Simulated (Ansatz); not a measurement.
```xyz
11

Ta    0.0640   -0.0940    0.1396
O     1.6827   -1.0921    0.2347
H     2.2546   -1.5085    0.9021
Cl   -0.1275   -0.5282    2.4800
Cl    0.7722    0.9024   -1.8790
Cl   -1.6020    1.5802    0.4500
Cl   -1.3417   -1.7182   -0.7154
P     1.5388    2.0519    1.1092
H     1.2451    2.5416    2.4184
H     1.4641    3.2727    0.3739
H     2.9639    1.9606    1.2271
```

Core potentials replace the inner electrons of Ta.

These are results of RKS PBE/def2-SVP (Ansatz 0.2.0), not measurements.

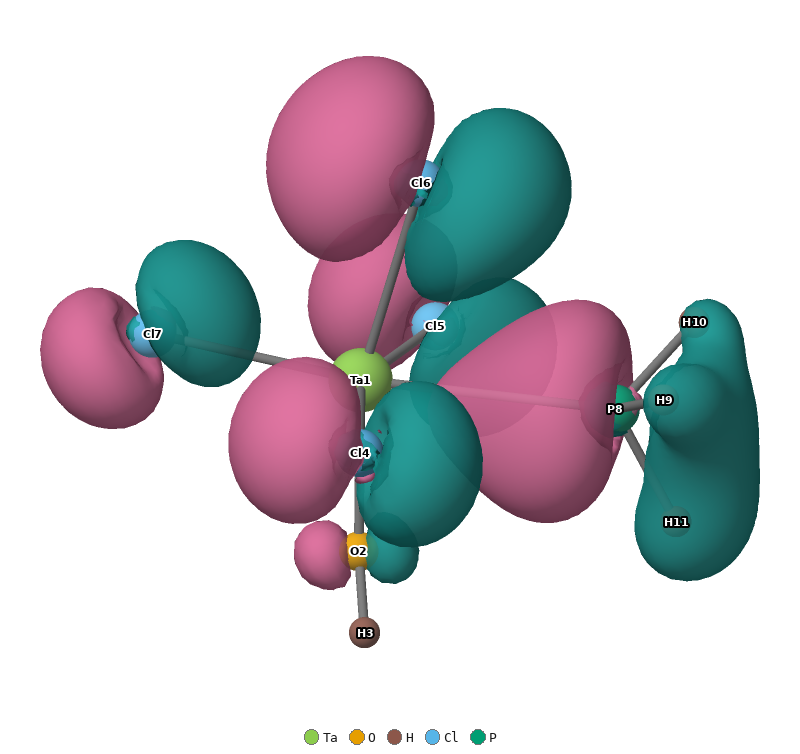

Cl4H4OPTa. The HOMO−1 at ±0.08 Å⁻³ᐟ² (teal and pink are the two phases), seen across its widest extent.

**Where does this orbital lie, and at what energy?**

It lies mainly on Cl6 (about 30 %), P8 (about 20 %), Cl5 (about 15 %), Cl4 (about 10 %) and Cl7 (about 10 %); largely a combination of lone pairs on Cl6, P8, Cl5, Cl4 and Cl7. Its energy is −7.18 eV.
